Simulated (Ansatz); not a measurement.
## Molecular dynamics of TiCl3F (part 1 of 3)

The run: molecular dynamics of TiCl3F. Method and program: RKS PBE0/def2-SVP (Ansatz 0.2.0).

It belongs to a series of runs on one base structure; here: dynamics from the start. Figures and captions count atoms from 1; the log counts them from 0 in places.

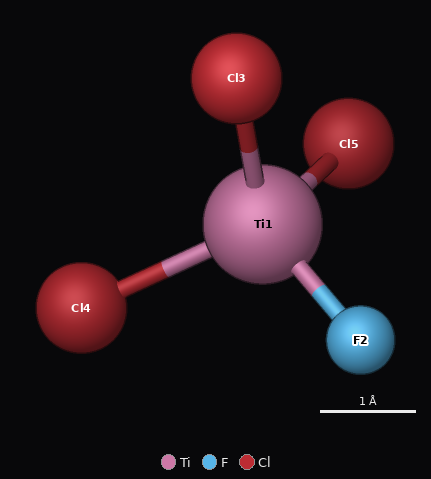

Figure 1. The structure as given in the input (ball-and-stick view, seen at a tilt; atoms are numbered from 1 in the order of the input). Sticks mark near contacts.

**Summary**

```json
{"quantity": "outcome", "value": "finished"}
{"quantity": "mean temperature over the second half", "value": "100 K"}
{"quantity": "trajectory", "value": "250 steps, 500 fs"}
{"quantity": "ensemble", "value": "nve_milne"}
{"quantity": "temperature in the input", "value": "200.0 K"}
{"quantity": "time step", "value": "2.0 fs"}
{"quantity": "potential energy (last step)", "value": "−63370.1745 eV"}
{"quantity": "mean-field energy (last step)", "value": "−63370.1745 eV"}
{"quantity": "largest force (length of the vector) (last step)", "value": "1.059 eV/Å"}
{"quantity": "hardware", "value": "2 threads of Intel Xeon @ 2.50GHz (Skylake/Cascade Lake), 32 GiB of memory available, shared host"}
{"quantity": "wall time", "value": "14 min (CPU time 27 min)"}
{"quantity": "peak memory", "value": "0.27 GiB"}
```

**Input**
```yaml
crystal:
  periodic: [false, false, false]
  atoms:
    - { symbol: Ti, position_ang: [0.000419, 0.0, -0.0257] }
    - { symbol: F, position_ang: [0.000294, 0.0, 1.689652] }
    - { symbol: Cl, position_ang: [2.04126, 0.0, -0.733559] }
    - { symbol: Cl, position_ang: [-1.019836, 1.767339, -0.733996] }
    - { symbol: Cl, position_ang: [-1.019836, -1.767339, -0.733996] }
basis:
  gaussian: { orbitals: def2-SVP }
hamiltonian:
  xc: pbe0
md:
  timestep: 2.0
  n_steps: 250
  ensemble: nve_milne
  temperature: 200.0
  initial_velocities: maxwell_boltzmann
  seed: 294505
```

Launch command:
```bash
ansatz run input.yaml --threads 2 --pin off --max-ram 3072MiB --backend cpu --events-out ev --progress --plain --runs-dir out
```

**Log**
```
Engine: ansatz 0.2.0, x86_64-unknown-linux-gnu
Functional definition: PBE0
  parameter a = 0.25
  parameter kappa = 0.804
  parameter beta = 0.06672455060314922
  exchange = (1 - a)*pbe_x(kappa = kappa, mu = beta*pi^2/3) + a*exact_x
  correlation = pbe_c(beta = beta)
1050 factors; integrals over basis functions are off by at most 2.7e-4 eV
mean field evaluation 1: about -63366.3410 eV, gradient 4.3e1 eV
mean field evaluation 2: about -63239.0659 eV, gradient 3.0e2 eV
mean field evaluation 4: about -63370.1541 eV, gradient 4.6e0 eV
mean field evaluation 8: about -63370.2327 eV, gradient 5.0e-1 eV
mean field evaluation 16: about -63370.2334 eV, gradient 1.9e-5 eV
mean field -63370.23337475 eV, -2328.8131226351 hartree, gradient 1.9e-5 eV, S^2 0.000000; 0 other end points of the search recorded, 0 dependent functions left out
the calculation of the forces begins
reference -63370.23345460 eV, -2328.8131255695 hartree; 41, 41 occupied and 58, 58 virtual orbitals, 1050 factors
md step     0: t =     0.00 fs  T =   200.0 K  F+E_penalty+E_count = -63370.23337475 eV  E_kin = 0.077556 eV  conserved = -63370.15581875 eV  (31 SCF iters)
these checks for a lower state are left out or cut short: starts, cluster_reference, orbital_swaps, neighbouring_geometries, increment
1050 factors; integrals over basis functions are off by at most 2.6e-4 eV
mean field -63370.23179468 eV, -2328.8130645685 hartree, gradient 9.1e-6 eV, S^2 0.000000; 0 other end points of the search recorded, 0 dependent functions left out
the calculation of the forces begins
reference -63370.23187447 eV, -2328.8130675007 hartree; 41, 41 occupied and 58, 58 virtual orbitals, 1050 factors
md step     1: t =     2.00 fs  T =   196.0 K  F+E_penalty+E_count = -63370.23179468 eV  E_kin = 0.076012 eV  conserved = -63370.15578250 eV  (35 SCF iters)
[... from here on the SCF iterations and repeated set-up lines of each step are left out, up to the last step ...]
md step     2: t =     4.00 fs  T =   185.1 K  F+E_penalty+E_count = -63370.22759868 eV  E_kin = 0.071779 eV  conserved = -63370.15582000 eV  (35 SCF iters)
md step     3: t =     6.00 fs  T =   170.6 K  F+E_penalty+E_count = -63370.22196643 eV  E_kin = 0.066138 eV  conserved = -63370.15582877 eV  (28 SCF iters)
md step     4: t =     8.00 fs  T =   156.0 K  F+E_penalty+E_count = -63370.21632059 eV  E_kin = 0.060498 eV  conserved = -63370.15582271 eV  (28 SCF iters)
md step     5: t =    10.00 fs  T =   144.7 K  F+E_penalty+E_count = -63370.21191606 eV  E_kin = 0.056094 eV  conserved = -63370.15582233 eV  (28 SCF iters)
md step     6: t =    12.00 fs  T =   138.4 K  F+E_penalty+E_count = -63370.20950739 eV  E_kin = 0.053683 eV  conserved = -63370.15582419 eV  (28 SCF iters)
md step     7: t =    14.00 fs  T =   137.5 K  F+E_penalty+E_count = -63370.20916446 eV  E_kin = 0.053339 eV  conserved = -63370.15582534 eV  (28 SCF iters)
md step     8: t =    16.00 fs  T =   140.5 K  F+E_penalty+E_count = -63370.21030244 eV  E_kin = 0.054477 eV  conserved = -63370.15582554 eV  (29 SCF iters)
md step     9: t =    18.00 fs  T =   144.5 K  F+E_penalty+E_count = -63370.21187053 eV  E_kin = 0.056052 eV  conserved = -63370.15581859 eV  (28 SCF iters)
md step    10: t =    20.00 fs  T =   146.7 K  F+E_penalty+E_count = -63370.21269662 eV  E_kin = 0.056870 eV  conserved = -63370.15582647 eV  (37 SCF iters)
md step    11: t =    22.00 fs  T =   144.6 K  F+E_penalty+E_count = -63370.21191596 eV  E_kin = 0.056089 eV  conserved = -63370.15582682 eV  (36 SCF iters)
md step    12: t =    24.00 fs  T =   137.9 K  F+E_penalty+E_count = -63370.20931075 eV  E_kin = 0.053493 eV  conserved = -63370.15581745 eV  (36 SCF iters)
md step    13: t =    26.00 fs  T =   127.9 K  F+E_penalty+E_count = -63370.20543067 eV  E_kin = 0.049603 eV  conserved = -63370.15582717 eV  (36 SCF iters)
md step    14: t =    28.00 fs  T =   117.4 K  F+E_penalty+E_count = -63370.20137185 eV  E_kin = 0.045544 eV  conserved = -63370.15582821 eV  (28 SCF iters)
md step    15: t =    30.00 fs  T =   109.5 K  F+E_penalty+E_count = -63370.19826857 eV  E_kin = 0.042445 eV  conserved = -63370.15582361 eV  (28 SCF iters)
md step    16: t =    32.00 fs  T =   105.5 K  F+E_penalty+E_count = -63370.19673145 eV  E_kin = 0.040905 eV  conserved = -63370.15582635 eV  (27 SCF iters)
md step    17: t =    34.00 fs  T =   104.9 K  F+E_penalty+E_count = -63370.19650159 eV  E_kin = 0.040675 eV  conserved = -63370.15582612 eV  (27 SCF iters)
md step    18: t =    36.00 fs  T =   105.0 K  F+E_penalty+E_count = -63370.19656215 eV  E_kin = 0.040735 eV  conserved = -63370.15582720 eV  (29 SCF iters)
md step    19: t =    38.00 fs  T =   102.7 K  F+E_penalty+E_count = -63370.19562950 eV  E_kin = 0.039809 eV  conserved = -63370.15582082 eV  (29 SCF iters)
md step    20: t =    40.00 fs  T =    95.2 K  F+E_penalty+E_count = -63370.19274055 eV  E_kin = 0.036919 eV  conserved = -63370.15582124 eV  (31 SCF iters)
md step    21: t =    42.00 fs  T =    82.2 K  F+E_penalty+E_count = -63370.18768808 eV  E_kin = 0.031860 eV  conserved = -63370.15582777 eV  (29 SCF iters)
md step    22: t =    44.00 fs  T =    65.2 K  F+E_penalty+E_count = -63370.18109944 eV  E_kin = 0.025279 eV  conserved = -63370.15582016 eV  (29 SCF iters)
md step    23: t =    46.00 fs  T =    47.4 K  F+E_penalty+E_count = -63370.17420244 eV  E_kin = 0.018381 eV  conserved = -63370.15582194 eV  (28 SCF iters)
md step    24: t =    48.00 fs  T =    32.4 K  F+E_penalty+E_count = -63370.16840892 eV  E_kin = 0.012582 eV  conserved = -63370.15582697 eV  (27 SCF iters)
md step    25: t =    50.00 fs  T =    23.3 K  F+E_penalty+E_count = -63370.16487065 eV  E_kin = 0.009047 eV  conserved = -63370.15582355 eV  (27 SCF iters)
md step    26: t =    52.00 fs  T =    21.5 K  F+E_penalty+E_count = -63370.16415734 eV  E_kin = 0.008334 eV  conserved = -63370.15582373 eV  (27 SCF iters)
md step    27: t =    54.00 fs  T =    26.5 K  F+E_penalty+E_count = -63370.16608926 eV  E_kin = 0.010266 eV  conserved = -63370.15582287 eV  (29 SCF iters)
md step    28: t =    56.00 fs  T =    36.0 K  F+E_penalty+E_count = -63370.16977386 eV  E_kin = 0.013948 eV  conserved = -63370.15582599 eV  (29 SCF iters)
md step    29: t =    58.00 fs  T =    46.5 K  F+E_penalty+E_count = -63370.17385326 eV  E_kin = 0.018029 eV  conserved = -63370.15582403 eV  (29 SCF iters)
md step    30: t =    60.00 fs  T =    54.3 K  F+E_penalty+E_count = -63370.17688221 eV  E_kin = 0.021063 eV  conserved = -63370.15581904 eV  (29 SCF iters)
md step    31: t =    62.00 fs  T =    56.6 K  F+E_penalty+E_count = -63370.17778539 eV  E_kin = 0.021959 eV  conserved = -63370.15582660 eV  (36 SCF iters)
md step    32: t =    64.00 fs  T =    52.7 K  F+E_penalty+E_count = -63370.17624387 eV  E_kin = 0.020419 eV  conserved = -63370.15582444 eV  (36 SCF iters)
md step    33: t =    66.00 fs  T =    43.9 K  F+E_penalty+E_count = -63370.17283967 eV  E_kin = 0.017018 eV  conserved = -63370.15582134 eV  (28 SCF iters)
md step    34: t =    68.00 fs  T =    33.6 K  F+E_penalty+E_count = -63370.16886484 eV  E_kin = 0.013038 eV  conserved = -63370.15582696 eV  (29 SCF iters)
md step    35: t =    70.00 fs  T =    25.7 K  F+E_penalty+E_count = -63370.16579508 eV  E_kin = 0.009969 eV  conserved = -63370.15582629 eV  (27 SCF iters)
md step    36: t =    72.00 fs  T =    22.8 K  F+E_penalty+E_count = -63370.16467025 eV  E_kin = 0.008843 eV  conserved = -63370.15582743 eV  (29 SCF iters)
md step    37: t =    74.00 fs  T =    25.4 K  F+E_penalty+E_count = -63370.16567749 eV  E_kin = 0.009854 eV  conserved = -63370.15582348 eV  (29 SCF iters)
md step    38: t =    76.00 fs  T =    31.7 K  F+E_penalty+E_count = -63370.16813568 eV  E_kin = 0.012311 eV  conserved = -63370.15582426 eV  (27 SCF iters)
md step    39: t =    78.00 fs  T =    38.9 K  F+E_penalty+E_count = -63370.17091552 eV  E_kin = 0.015087 eV  conserved = -63370.15582886 eV  (28 SCF iters)
md step    40: t =    80.00 fs  T =    44.3 K  F+E_penalty+E_count = -63370.17300745 eV  E_kin = 0.017189 eV  conserved = -63370.15581827 eV  (28 SCF iters)
md step    41: t =    82.00 fs  T =    46.8 K  F+E_penalty+E_count = -63370.17395892 eV  E_kin = 0.018137 eV  conserved = -63370.15582212 eV  (28 SCF iters)
md step    42: t =    84.00 fs  T =    46.9 K  F+E_penalty+E_count = -63370.17401551 eV  E_kin = 0.018188 eV  conserved = -63370.15582795 eV  (31 SCF iters)
md step    43: t =    86.00 fs  T =    46.7 K  F+E_penalty+E_count = -63370.17394474 eV  E_kin = 0.018125 eV  conserved = -63370.15582015 eV  (28 SCF iters)
md step    44: t =    88.00 fs  T =    48.7 K  F+E_penalty+E_count = -63370.17470005 eV  E_kin = 0.018877 eV  conserved = -63370.15582342 eV  (29 SCF iters)
md step    45: t =    90.00 fs  T =    54.7 K  F+E_penalty+E_count = -63370.17704415 eV  E_kin = 0.021219 eV  conserved = -63370.15582480 eV  (29 SCF iters)
md step    46: t =    92.00 fs  T =    65.6 K  F+E_penalty+E_count = -63370.18126508 eV  E_kin = 0.025440 eV  conserved = -63370.15582487 eV  (29 SCF iters)
md step    47: t =    94.00 fs  T =    80.6 K  F+E_penalty+E_count = -63370.18706585 eV  E_kin = 0.031242 eV  conserved = -63370.15582391 eV  (28 SCF iters)
md step    48: t =    96.00 fs  T =    97.4 K  F+E_penalty+E_count = -63370.19359372 eV  E_kin = 0.037774 eV  conserved = -63370.15581971 eV  (29 SCF iters)
md step    49: t =    98.00 fs  T =   113.0 K  F+E_penalty+E_count = -63370.19964583 eV  E_kin = 0.043817 eV  conserved = -63370.15582841 eV  (28 SCF iters)
md step    50: t =   100.00 fs  T =   124.3 K  F+E_penalty+E_count = -63370.20401399 eV  E_kin = 0.048191 eV  conserved = -63370.15582345 eV  (35 SCF iters)
md step    51: t =   102.00 fs  T =   129.1 K  F+E_penalty+E_count = -63370.20586435 eV  E_kin = 0.050048 eV  conserved = -63370.15581660 eV  (36 SCF iters)
md step    52: t =   104.00 fs  T =   127.0 K  F+E_penalty+E_count = -63370.20508120 eV  E_kin = 0.049252 eV  conserved = -63370.15582915 eV  (36 SCF iters)
md step    53: t =   106.00 fs  T =   120.1 K  F+E_penalty+E_count = -63370.20240451 eV  E_kin = 0.046580 eV  conserved = -63370.15582485 eV  (37 SCF iters)
md step    54: t =   108.00 fs  T =   112.0 K  F+E_penalty+E_count = -63370.19925913 eV  E_kin = 0.043438 eV  conserved = -63370.15582090 eV  (28 SCF iters)
md step    55: t =   110.00 fs  T =   106.9 K  F+E_penalty+E_count = -63370.19728114 eV  E_kin = 0.041453 eV  conserved = -63370.15582819 eV  (28 SCF iters)
md step    56: t =   112.00 fs  T =   107.9 K  F+E_penalty+E_count = -63370.19767993 eV  E_kin = 0.041853 eV  conserved = -63370.15582737 eV  (28 SCF iters)
md step    57: t =   114.00 fs  T =   115.9 K  F+E_penalty+E_count = -63370.20077527 eV  E_kin = 0.044948 eV  conserved = -63370.15582693 eV  (29 SCF iters)
md step    58: t =   116.00 fs  T =   129.2 K  F+E_penalty+E_count = -63370.20590738 eV  E_kin = 0.050085 eV  conserved = -63370.15582204 eV  (28 SCF iters)
md step    59: t =   118.00 fs  T =   144.2 K  F+E_penalty+E_count = -63370.21175492 eV  E_kin = 0.055930 eV  conserved = -63370.15582507 eV  (29 SCF iters)
md step    60: t =   120.00 fs  T =   157.5 K  F+E_penalty+E_count = -63370.21692085 eV  E_kin = 0.061093 eV  conserved = -63370.15582782 eV  (28 SCF iters)
md step    61: t =   122.00 fs  T =   166.7 K  F+E_penalty+E_count = -63370.22044229 eV  E_kin = 0.064625 eV  conserved = -63370.15581679 eV  (28 SCF iters)
md step    62: t =   124.00 fs  T =   170.8 K  F+E_penalty+E_count = -63370.22204712 eV  E_kin = 0.066224 eV  conserved = -63370.15582350 eV  (28 SCF iters)
md step    63: t =   126.00 fs  T =   170.9 K  F+E_penalty+E_count = -63370.22211486 eV  E_kin = 0.066287 eV  conserved = -63370.15582805 eV  (31 SCF iters)
md step    64: t =   128.00 fs  T =   169.2 K  F+E_penalty+E_count = -63370.22141227 eV  E_kin = 0.065593 eV  conserved = -63370.15581925 eV  (28 SCF iters)
md step    65: t =   130.00 fs  T =   167.5 K  F+E_penalty+E_count = -63370.22076803 eV  E_kin = 0.064945 eV  conserved = -63370.15582333 eV  (28 SCF iters)
md step    66: t =   132.00 fs  T =   167.5 K  F+E_penalty+E_count = -63370.22076760 eV  E_kin = 0.064942 eV  conserved = -63370.15582608 eV  (28 SCF iters)
md step    67: t =   134.00 fs  T =   169.5 K  F+E_penalty+E_count = -63370.22156648 eV  E_kin = 0.065742 eV  conserved = -63370.15582416 eV  (28 SCF iters)
md step    68: t =   136.00 fs  T =   172.9 K  F+E_penalty+E_count = -63370.22285741 eV  E_kin = 0.067035 eV  conserved = -63370.15582195 eV  (28 SCF iters)
md step    69: t =   138.00 fs  T =   175.7 K  F+E_penalty+E_count = -63370.22395221 eV  E_kin = 0.068130 eV  conserved = -63370.15582189 eV  (35 SCF iters)
md step    70: t =   140.00 fs  T =   175.9 K  F+E_penalty+E_count = -63370.22402026 eV  E_kin = 0.068192 eV  conserved = -63370.15582786 eV  (35 SCF iters)
md step    71: t =   142.00 fs  T =   171.7 K  F+E_penalty+E_count = -63370.22241343 eV  E_kin = 0.066592 eV  conserved = -63370.15582116 eV  (35 SCF iters)
md step    72: t =   144.00 fs  T =   162.9 K  F+E_penalty+E_count = -63370.21897686 eV  E_kin = 0.063157 eV  conserved = -63370.15582026 eV  (35 SCF iters)
md step    73: t =   146.00 fs  T =   150.6 K  F+E_penalty+E_count = -63370.21424531 eV  E_kin = 0.058416 eV  conserved = -63370.15582901 eV  (37 SCF iters)
md step    74: t =   148.00 fs  T =   138.1 K  F+E_penalty+E_count = -63370.20937069 eV  E_kin = 0.053547 eV  conserved = -63370.15582369 eV  (28 SCF iters)
md step    75: t =   150.00 fs  T =   128.8 K  F+E_penalty+E_count = -63370.20575173 eV  E_kin = 0.049928 eV  conserved = -63370.15582342 eV  (28 SCF iters)
md step    76: t =   152.00 fs  T =   125.4 K  F+E_penalty+E_count = -63370.20446722 eV  E_kin = 0.048640 eV  conserved = -63370.15582722 eV  (28 SCF iters)
md step    77: t =   154.00 fs  T =   128.8 K  F+E_penalty+E_count = -63370.20575878 eV  E_kin = 0.049932 eV  conserved = -63370.15582703 eV  (28 SCF iters)
md step    78: t =   156.00 fs  T =   136.8 K  F+E_penalty+E_count = -63370.20887293 eV  E_kin = 0.053047 eV  conserved = -63370.15582544 eV  (28 SCF iters)
md step    79: t =   158.00 fs  T =   145.7 K  F+E_penalty+E_count = -63370.21232125 eV  E_kin = 0.056501 eV  conserved = -63370.15582025 eV  (28 SCF iters)
md step    80: t =   160.00 fs  T =   151.2 K  F+E_penalty+E_count = -63370.21445386 eV  E_kin = 0.058628 eV  conserved = -63370.15582603 eV  (29 SCF iters)
md step    81: t =   162.00 fs  T =   150.2 K  F+E_penalty+E_count = -63370.21407520 eV  E_kin = 0.058251 eV  conserved = -63370.15582455 eV  (36 SCF iters)
md step    82: t =   164.00 fs  T =   141.8 K  F+E_penalty+E_count = -63370.21081021 eV  E_kin = 0.054993 eV  conserved = -63370.15581766 eV  (36 SCF iters)
md step    83: t =   166.00 fs  T =   127.2 K  F+E_penalty+E_count = -63370.20514917 eV  E_kin = 0.049324 eV  conserved = -63370.15582555 eV  (29 SCF iters)
md step    84: t =   168.00 fs  T =   109.3 K  F+E_penalty+E_count = -63370.19820159 eV  E_kin = 0.042377 eV  conserved = -63370.15582426 eV  (31 SCF iters)
md step    85: t =   170.00 fs  T =    91.5 K  F+E_penalty+E_count = -63370.19130961 eV  E_kin = 0.035488 eV  conserved = -63370.15582154 eV  (27 SCF iters)
md step    86: t =   172.00 fs  T =    76.9 K  F+E_penalty+E_count = -63370.18566077 eV  E_kin = 0.029837 eV  conserved = -63370.15582415 eV  (27 SCF iters)
md step    87: t =   174.00 fs  T =    67.4 K  F+E_penalty+E_count = -63370.18197090 eV  E_kin = 0.026148 eV  conserved = -63370.15582321 eV  (28 SCF iters)
md step    88: t =   176.00 fs  T =    63.2 K  F+E_penalty+E_count = -63370.18033358 eV  E_kin = 0.024507 eV  conserved = -63370.15582651 eV  (27 SCF iters)
md step    89: t =   178.00 fs  T =    63.0 K  F+E_penalty+E_count = -63370.18023971 eV  E_kin = 0.024418 eV  conserved = -63370.15582133 eV  (28 SCF iters)
md step    90: t =   180.00 fs  T =    64.3 K  F+E_penalty+E_count = -63370.18075013 eV  E_kin = 0.024929 eV  conserved = -63370.15582132 eV  (28 SCF iters)
md step    91: t =   182.00 fs  T =    64.5 K  F+E_penalty+E_count = -63370.18083413 eV  E_kin = 0.025005 eV  conserved = -63370.15582879 eV  (29 SCF iters)
md step    92: t =   184.00 fs  T =    61.7 K  F+E_penalty+E_count = -63370.17975471 eV  E_kin = 0.023935 eV  conserved = -63370.15581978 eV  (28 SCF iters)
md step    93: t =   186.00 fs  T =    55.6 K  F+E_penalty+E_count = -63370.17738528 eV  E_kin = 0.021563 eV  conserved = -63370.15582198 eV  (28 SCF iters)
md step    94: t =   188.00 fs  T =    47.7 K  F+E_penalty+E_count = -63370.17430812 eV  E_kin = 0.018479 eV  conserved = -63370.15582874 eV  (29 SCF iters)
md step    95: t =   190.00 fs  T =    40.6 K  F+E_penalty+E_count = -63370.17157633 eV  E_kin = 0.015752 eV  conserved = -63370.15582402 eV  (28 SCF iters)
md step    96: t =   192.00 fs  T =    37.1 K  F+E_penalty+E_count = -63370.17023080 eV  E_kin = 0.014404 eV  conserved = -63370.15582654 eV  (29 SCF iters)
md step    97: t =   194.00 fs  T =    38.5 K  F+E_penalty+E_count = -63370.17074939 eV  E_kin = 0.014924 eV  conserved = -63370.15582503 eV  (28 SCF iters)
md step    98: t =   196.00 fs  T =    43.6 K  F+E_penalty+E_count = -63370.17273973 eV  E_kin = 0.016912 eV  conserved = -63370.15582751 eV  (27 SCF iters)
md step    99: t =   198.00 fs  T =    49.7 K  F+E_penalty+E_count = -63370.17508671 eV  E_kin = 0.019260 eV  conserved = -63370.15582694 eV  (29 SCF iters)
md step   100: t =   200.00 fs  T =    53.2 K  F+E_penalty+E_count = -63370.17643330 eV  E_kin = 0.020616 eV  conserved = -63370.15581721 eV  (29 SCF iters)
md step   101: t =   202.00 fs  T =    51.5 K  F+E_penalty+E_count = -63370.17578355 eV  E_kin = 0.019957 eV  conserved = -63370.15582652 eV  (29 SCF iters)
md step   102: t =   204.00 fs  T =    44.1 K  F+E_penalty+E_count = -63370.17292183 eV  E_kin = 0.017097 eV  conserved = -63370.15582531 eV  (29 SCF iters)
```
